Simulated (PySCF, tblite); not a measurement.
**C6H14Cl2Si: geometry, infrared bands and NMR shifts**

Aim: predict the infrared bands and NMR shifts of C6H14Cl2Si (`CC[Si](CC)(CCl)CCl`).

Programs: tblite 0.8.0 and PySCF 2.14.0, with density-fitted response routines of our own. Each step states its level of theory. These are calculated values for one molecule in the gas phase, unless marked as measured. Atoms count from 0, in the outputs and in this text.

### 1 Starting geometry

23 atoms, charge 0, multiplicity 1; geometry from: force field or distance geometry start.

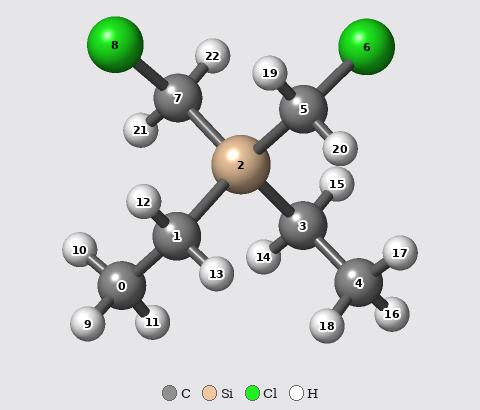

As it starts; carbon grey, silicon light orange, chlorine green, hydrogen white, atoms numbered; sticks join atoms by distance.

### 2 Geometry optimisation with GFN2-xTB

What the job is given:

```
{"job": {"kind": "relax", "xc": "GFN2-xTB", "basis": "xTB"}, "charge": 0, "multiplicity": 1}
C     -1.860700     1.125500    -1.262700
C     -0.718000     0.164100    -1.474000
Si     0.025700    -0.595100     0.144100
C      0.682500     0.853700     1.209700
C      1.786600     1.676100     0.589300
C      1.400100    -1.750300    -0.328300
Cl     2.157100    -2.391300     1.146000
C     -1.307100    -1.479100     1.105600
Cl    -2.004100    -2.772400     0.092400
H     -2.223600     1.501300    -2.225100
H     -2.718700     0.642700    -0.764800
H     -1.572500     1.987900    -0.656300
H     -1.047000    -0.664900    -2.094800
H      0.102600     0.670300    -1.996500
H     -0.164900     1.506500     1.469400
H      1.045300     0.422900     2.172500
H      2.105400     2.473000     1.271800
H      2.664300     1.061100     0.347100
H      1.448200     2.156500    -0.338500
H      1.051400    -2.593600    -0.912300
H      2.177400    -1.226300    -0.893100
H     -2.124100    -0.803500     1.386600
H     -0.910700    -1.938100     2.022100
```

The run is started by

```console
$ OMP_NUM_THREADS=1 python probes_run.py task.json out
```

One launch serves the whole session: the jobs run in the order shown.

The log of the run:

```text
step      E/eV     max force
  0    -837.65753    2.039
  1    -837.75236    0.712
  2    -837.76608    0.241
  3    -837.77558    0.208
  4    -837.78306    0.300
  5    -837.79088    0.304
  6    -837.79739    0.180
  7    -837.80111    0.123
  8    -837.80270    0.078
  9    -837.80366    0.066
 10    -837.80440    0.060
 11    -837.80487    0.057
 12    -837.80521    0.045
 13    -837.80560    0.049
 14    -837.80620    0.075
 15    -837.80702    0.091
 16    -837.80780    0.073
 17    -837.80830    0.047
 18    -837.80862    0.039
 19    -837.80892    0.048
 20    -837.80925    0.052
 21    -837.80951    0.036
 22    -837.80972    0.038
 23    -837.80997    0.042
 24    -837.81037    0.072
 25    -837.81086    0.080
 26    -837.81127    0.050
 27    -837.81148    0.026
 28    -837.81160    0.028
 29    -837.81175    0.042
 30    -837.81192    0.045
 31    -837.81205    0.030
 32    -837.81213    0.021
 33    -837.81221    0.032
 34    -837.81232    0.040
 35    -837.81244    0.034
 36    -837.81256    0.022
 37    -837.81264    0.017
 38    -837.81271    0.022
 39    -837.81277    0.020
 40    -837.81282    0.013
 41    -837.81286    0.014
 42    -837.81289    0.017
 43    -837.81293    0.019
 44    -837.81297    0.016
 45    -837.81301    0.013
 46    -837.81304    0.015
 47    -837.81309    0.025
 48    -837.81317    0.032
 49    -837.81329    0.029
 50    -837.81341    0.026
 51    -837.81352    0.025
 52    -837.81361    0.022
 53    -837.81371    0.025
 54    -837.81379    0.016
 55    -837.81383    0.009
```

Run time: 0.66 s. Hardware: 1 thread of Arm Neoverse V1, shared host.

The steps of the relaxation: (not every step is listed)

```csv
step,energy from step 0 (eV),largest force (eV/Å)
0,0.0000,2.0391
1,-0.0948,0.7119
2,-0.1086,0.2409
3,-0.1181,0.2078
4,-0.1255,0.3004
5,-0.1334,0.3040
6,-0.1399,0.1801
7,-0.1436,0.1228
8,-0.1452,0.0784
12,-0.1477,0.0455
16,-0.1503,0.0728
20,-0.1517,0.0516
24,-0.1528,0.0722
28,-0.1541,0.0277
32,-0.1546,0.0213
36,-0.1550,0.0218
40,-0.1553,0.0132
44,-0.1554,0.0161
48,-0.1556,0.0323
50,-0.1559,0.0257
51,-0.1560,0.0246
52,-0.1561,0.0217
53,-0.1562,0.0251
54,-0.1563,0.0163
55,-0.1563,0.0091
```

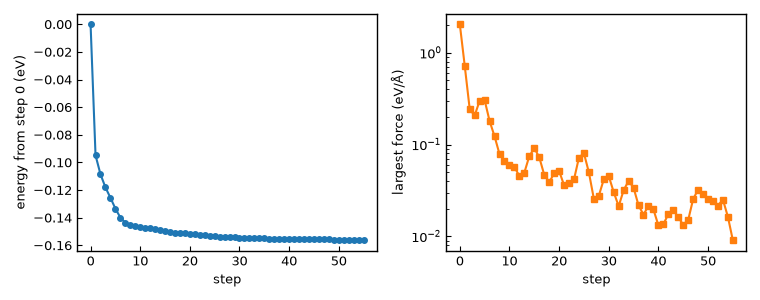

Energy and force, step by step.

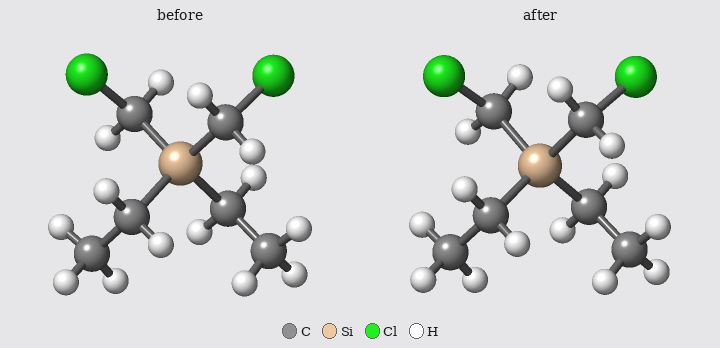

The geometry before (left) and after (right).

Close pairs (by a distance rule), those that changed most:

```csv
bond,before (Å),after (Å),change (Å)
Si2–C5,1.857,1.922,+0.065
Si2–C7,1.866,1.922,+0.055
C1–Si2,1.936,1.910,-0.026
C3–H15,1.115,1.091,-0.024
C0–C1,1.508,1.527,+0.019
C3–C4,1.510,1.527,+0.017
C0–H10,1.103,1.087,-0.017
C4–H17,1.099,1.087,-0.012
```

The next job starts from the end point, and lists it.

### 3 Infrared spectrum with GFN2-xTB

What the job is given:

```
{"job": {"kind": "ir", "xc": "GFN2-xTB", "basis": "xTB"}, "charge": 0, "multiplicity": 1}
C     -1.885855     1.133920    -1.286843
C     -0.725962     0.165655    -1.507864
Si     0.013920    -0.500445     0.121674
C      0.694677     0.875285     1.258011
C      1.803271     1.697823     0.604488
C      1.406946    -1.753736    -0.303806
Cl     2.191315    -2.294740     1.206307
C     -1.312825    -1.497287     1.090379
Cl    -2.042595    -2.711793     0.003646
H     -2.276466     1.487849    -2.238688
H     -2.693439     0.643564    -0.750281
H     -1.566052     1.997093    -0.708880
H     -1.078350    -0.668134    -2.116505
H      0.049248     0.666468    -2.089714
H     -0.115008     1.543854     1.554576
H      1.082646     0.433218     2.176852
H      2.160134     2.468471     1.284834
H      2.645140     1.062772     0.342359
H      1.444649     2.181429    -0.300701
H      1.028562    -2.648402    -0.792092
H      2.191154    -1.328425    -0.924524
H     -2.128713    -0.880739     1.458372
H     -0.891150    -2.046714     1.928475
```

The log of the run:

```text
mode    cm-1     km/mol
  1      24.5      0.77
  2      33.3      0.97
  3      41.2      0.75
  4      68.7      0.64
  5      73.1      1.74
  6     108.5      4.12
  7     136.3      0.05
  8     139.1      0.78
  9     154.3      0.29
 10     202.1      2.38
 11     211.7      3.27
 12     241.8      1.04
 13     243.4      0.75
 14     315.9     11.04
 15     324.2     16.19
 16     589.4      0.44
 17     658.0     17.90
 18     667.4      0.55
 19     690.0      1.72
 20     714.4     39.94
 21     715.0      1.15
 22     729.2      1.25
 23     764.4    164.33
 24     776.8    107.80
 25     777.1    205.01
 26     975.0     16.00
 27     981.7     11.38
 28    1019.1      8.41
 29    1022.9      7.69
 30    1072.9     13.60
 31    1075.3     19.22
 32    1088.2     12.80
 33    1088.6     13.36
 34    1186.6      1.78
 35    1188.7      0.13
 36    1234.9      5.47
 37    1235.2      4.39
 38    1284.8      7.60
 39    1285.1      7.29
 40    1415.3      1.05
 41    1416.8      1.85
 42    1428.3     21.41
 43    1428.9      6.59
 44    1470.4      4.37
 45    1470.7      8.75
 46    1506.0      1.19
 47    1508.3      1.22
 48    1510.3      4.87
 49    1511.4      2.11
 50    2974.0     37.60
 51    2975.1     35.06
 52    2984.6     12.64
 53    2988.3     12.71
 54    3000.5      7.33
 55    3001.1      1.77
 56    3002.4     10.63
 57    3004.6     11.24
 58    3025.1     39.63
 59    3026.5     41.17
 60    3038.1     33.37
 61    3040.2     45.13
 62    3046.5     13.33
 63    3047.7     43.25
```

Run time: 1.5 s. Hardware: 1 thread of Arm Neoverse V1, shared host.

The strongest bands and the atoms that carry them (share of the mass-weighted mode):

```csv
cm⁻¹,km/mol,atoms
714,39.9,"C7 16 %, C5 16 %"
764,164.3,"Si2 33 %, C3 10 %, C1 10 %"
777,107.8,"Si2 31 %, C7 22 %, C5 19 %"
777,205.0,"Si2 27 %, C5 13 %, C7 10 %"
3025,39.6,H16 86 %
3026,41.2,H9 86 %
3040,45.1,H11 79 %
3048,43.2,H10 74 %
```

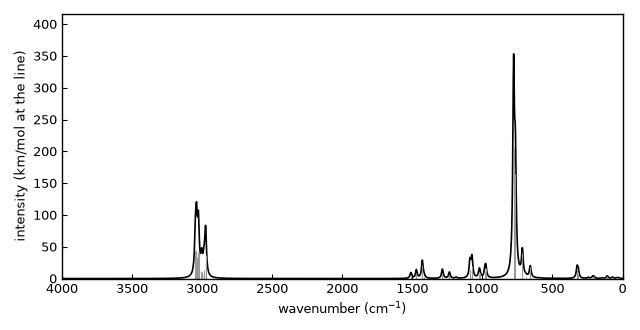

The infrared spectrum from these modes, unscaled. Lines are broadened to a width of 14 cm⁻¹ (Lorentzian).

### 4 NMR shieldings: PBE0/pcSseg-1

Same as in step 3 but for these lines:

```diff
@@ -1,2 +1,2 @@
-{"job": {"kind": "ir", "xc": "GFN2-xTB", "basis": "xTB"}, "charge": 0, "multiplicity": 1}
+{"job": {"kind": "nmr", "xc": "PBE0", "basis": "pcSseg-1"}, "charge": 0, "multiplicity": 1}
 C     -1.885855     1.133920    -1.286843
```

With the program's defaults for keys left out, this is: GIAO PBE0/pcSseg-1 NMR shielding, non-relativistic, gas phase.

The log of the run:

```text
coarse grid: 20072 points
cycle   1  E = -1446.0769543737  dE =  5.520e-01  |g| = 4.910e-01  |ddm| = 4.189e+00
cycle   2  E = -1446.0703681917  dE =  6.586e-03  |g| = 5.291e-01  |ddm| = 9.359e-01
cycle   3  E = -1446.1412895226  dE = -7.092e-02  |g| = 5.838e-02  |ddm| = 4.994e-01
cycle   4  E = -1446.1420566834  dE = -7.672e-04  |g| = 2.337e-02  |ddm| = 8.592e-02
cycle   5  E = -1446.1421797477  dE = -1.231e-04  |g| = 6.372e-03  |ddm| = 2.485e-02
cycle   6  E = -1446.1421893100  dE = -9.562e-06  |g| = 2.002e-03  |ddm| = 8.254e-03
final grid: 177880 points
cycle   7  E = -1446.1943822782  dE = -5.050e-05  |g| = 1.170e-02  |ddm| = 3.225e-02
cycle   8  E = -1446.1943660691  dE =  1.621e-05  |g| = 1.403e-02  |ddm| = 2.114e-02
cycle   9  E = -1446.1944163228  dE = -5.025e-05  |g| = 1.111e-03  |ddm| = 1.243e-02
cycle  10  E = -1446.1944165404  dE = -2.175e-07  |g| = 3.246e-04  |ddm| = 1.513e-03
cycle  11  E = -1446.1944165664  dE = -2.601e-08  |g| = 6.878e-05  |ddm| = 3.743e-04
cycle  12  E = -1446.1944165675  dE = -1.109e-09  |g| = 2.133e-05  |ddm| = 8.976e-05
cycle  13  E = -1446.1944165676  dE = -1.105e-10  |g| = 3.828e-06  |ddm| = 2.749e-05
converged SCF energy = -1446.1944165676

GIAO shielding tensors (ppm)
atom      isotropic    diamagn.    paramagn.     s11        s22        s33       span
  0 C      178.232     247.162     -68.929    172.587    173.496    188.614     16.028
  1 C      183.179     254.353     -71.174    173.823    177.858    197.855     24.032
  2 Si     339.179     880.185    -541.006    301.950    350.955    364.633     62.683
  3 C      183.126     254.353     -71.227    173.809    177.780    197.791     23.982
  4 C      178.196     247.158     -68.962    172.554    173.430    188.603     16.049
  5 C      157.852     253.773     -95.921    131.765    140.902    200.889     69.125
  6 Cl     952.265    1146.751    -194.485    864.303    888.871   1103.622    239.318
  7 C      157.842     253.797     -95.955    131.771    140.845    200.910     69.139
  8 Cl     952.137    1146.749    -194.612    864.147    888.787   1103.478    239.331
  9 H       30.398      28.051       2.347     24.972     27.127     39.094     14.123
 10 H       30.811      30.411       0.400     25.109     30.901     36.422     11.313
 11 H       30.924      31.226      -0.302     25.394     30.596     36.782     11.388
 12 H       30.661      31.754      -1.093     26.367     29.634     35.983      9.616
 13 H       31.175      33.143      -1.968     26.482     29.921     37.123     10.641
 14 H       31.172      33.145      -1.973     26.484     29.921     37.111     10.627
 15 H       30.656      31.748      -1.092     26.366     29.620     35.983      9.617
 16 H       30.393      28.048       2.345     24.968     27.124     39.088     14.120
 17 H       30.806      30.407       0.399     25.108     30.896     36.414     11.306
 18 H       30.917      31.219      -0.302     25.387     30.591     36.773     11.386
 19 H       28.444      30.534      -2.090     23.497     27.738     34.097     10.600
 20 H       28.904      31.604      -2.700     23.453     28.316     34.944     11.491
 21 H       28.903      31.599      -2.697     23.455     28.307     34.946     11.491
 22 H       28.446      30.535      -2.089     23.505     27.736     34.098     10.593
```

It took 70 s on 1 thread of Arm Neoverse V1, shared host; peak memory 1.1 GiB.

The references, computed at this level on geometries of the same kind, shield at (ppm): 1H TMS 31.72, 13C TMS 186.9, 29Si TMS 349.2, 35Cl HCl 950. Their shielding less the atom's gives the shift. The references are single molecules in the gas phase. Atoms listed in one row are averaged.

| atoms | environment | σ (ppm) | δ (ppm) | δ scaled to CDCl3 |
| --- | --- | --- | --- | --- |
| C5, C7 | sp3 CH2 bonded to Cl and Si | 157.8 | 29.1 | 26.5 |
| C0, C4 | methyl carbon | 178.2 | 8.7 | 6.6 |
| C1, C3 | sp3 CH2 bonded to Si | 183.2 | 3.8 | 1.8 |
| H19, H20, H21, H22 | hydrogen on an sp3 CH2 bonded to Cl and Si | 28.67 | 3.04 | 2.97 |
| H9, H10, H11, H16, H17, H18 | hydrogen on a methyl carbon | 30.71 | 1.01 | 1.06 |
| H12, H13, H14, H15 | hydrogen on an sp3 CH2 bonded to Si | 30.92 | 0.80 | 0.86 |
| Si2 | silicon bonded to 4 C | 339.2 | 10.0 | – |
| Cl6, Cl8 | chlorine bonded to C | 952 | -2 | – |

The scaled column applies a straight-line fit of computed shieldings to shifts measured in CDCl3, with any fitted terms for Cl, Br or S neighbours (root-mean-square error 0.16 ppm for H, 1.9 ppm for C).

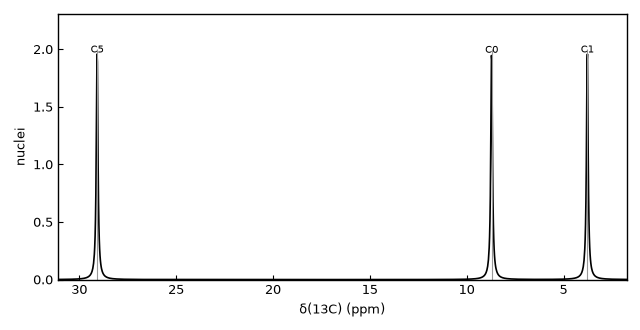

13C lines at the computed shifts, without couplings. Lines are broadened to a width of 0.10 ppm (Lorentzian).

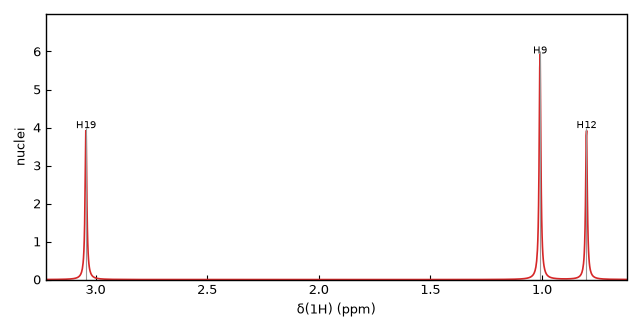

1H lines at the computed shifts, without couplings. Lines are broadened to a width of 0.01 ppm (Lorentzian).

The run also stored atomic charges by several schemes (e):

| atoms | Mulliken | IAO | Hirshfeld | ESP fit |
| --- | --- | --- | --- | --- |
| C0, C4 | -0.29 | -0.41 | -0.12 | -0.32 |
| C1, C3 | -0.57 | -0.54 | -0.16 | 0.07 |
| Si2 | 1.05 | 1.05 | 0.38 | 0.39 |
| C5, C7 | -0.50 | -0.53 | -0.13 | -0.53 |
| Cl6, Cl8 | -0.17 | -0.11 | -0.06 | -0.11 |

ESP fit charges:

C0 -0.33; C1 0.05; Si2 0.39; C3 0.10; C4 -0.32; C5 -0.54; Cl6 -0.11; C7 -0.52; Cl8 -0.11; H9 0.09; H10 0.09; H11 0.08; H12 0.02; H13 0.01; H14 -0.01; H15 0.00; H16 0.08; H17 0.09; H18 0.08; H19 0.23; H20 0.21; H21 0.20; H22 0.22

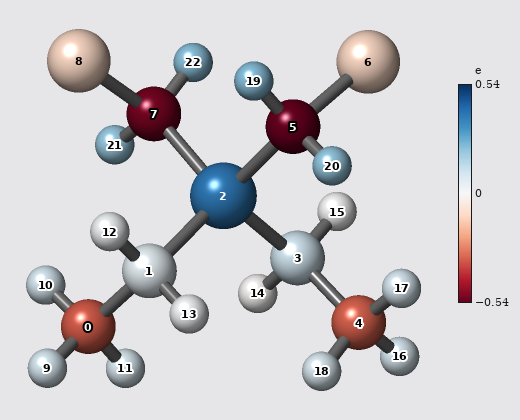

ESP fit charges, as colours on the atoms.

Mayer bond orders: C0–C1 1.05, C1–Si2 0.93, Si2–C3 0.93, C3–C4 1.05, Si2–C5 0.84, C5–Cl6 0.96, Si2–C7 0.84, C7–Cl8 0.96.

The fields below are evaluated on a grid from the run's orbitals.

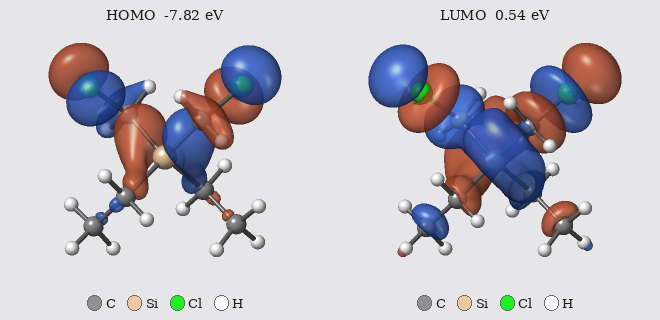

PBE0/pcSseg-1 orbitals near the gap, drawn at the value that encloses 70 % of each; the two colours are the two signs.

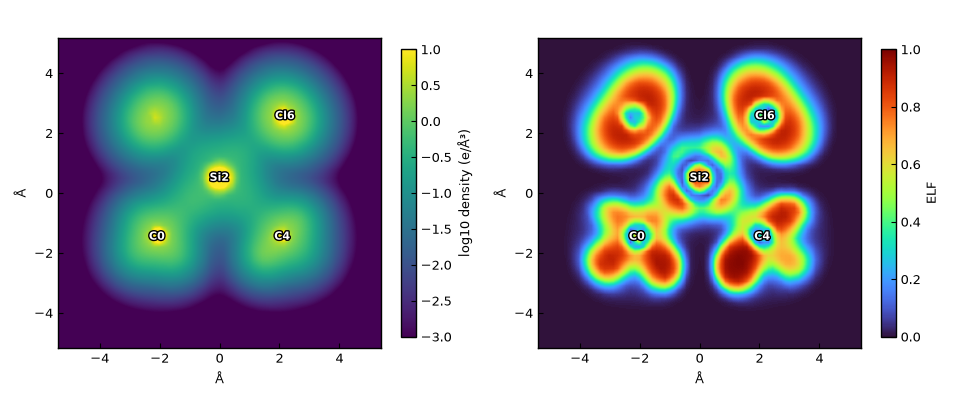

Density (left) and ELF (right) in a plane through or near 4 of the atoms.

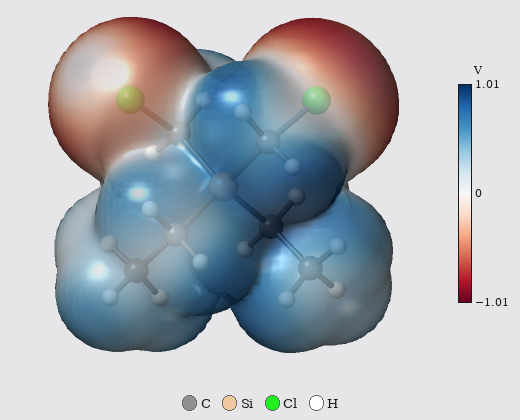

The potential that a unit positive charge feels on the 0.002 e/bohr³ surface, from -0.77 V near Cl8 to 1.01 V near H21.

### 5 Results

| quantity | value |
| --- | --- |
| strongest single infrared mode (GFN2-xTB) | 777 cm⁻¹, 205 km/mol |
| zero-point energy (GFN2-xTB) | 117.2 kcal/mol |
| 13C shifts against TMS (PBE0/pcSseg-1, means over atoms taken as alike) | 29.1, 8.7, 3.8 ppm |
| 1H shifts against TMS (PBE0/pcSseg-1, means over atoms taken as alike) | 3.04, 1.01, 0.80 ppm |
| 29Si shifts against TMS (PBE0/pcSseg-1) | 10.0 ppm |
| 35Cl shifts against HCl (PBE0/pcSseg-1, means over atoms taken as alike) | -2 ppm |
| surface potential, least and greatest | -0.77 V and 1.01 V |

**Reading.** The optimisation took 55 steps and gained 0.156 eV; among the close pairs (by a distance rule), Si2–C5 changed most, from 1.857 to 1.922 Å. No mode is imaginary among the 63: a minimum at this level. Unscaled tight-binding wavenumbers are off by several per cent, some by more. Its intensities can rank the bands wrongly. H19, H20, H21, H22 (mean) (hydrogen on an sp3 CH2 bonded to Cl and Si) lies farthest downfield among hydrogen, at 3.04 ppm; its carbon carries Cl, which withdraws density. At PBE0/pcSseg-1: The largest span, 239 ppm, is at Cl6, Cl8, where the paramagnetic term is -195 ppm.
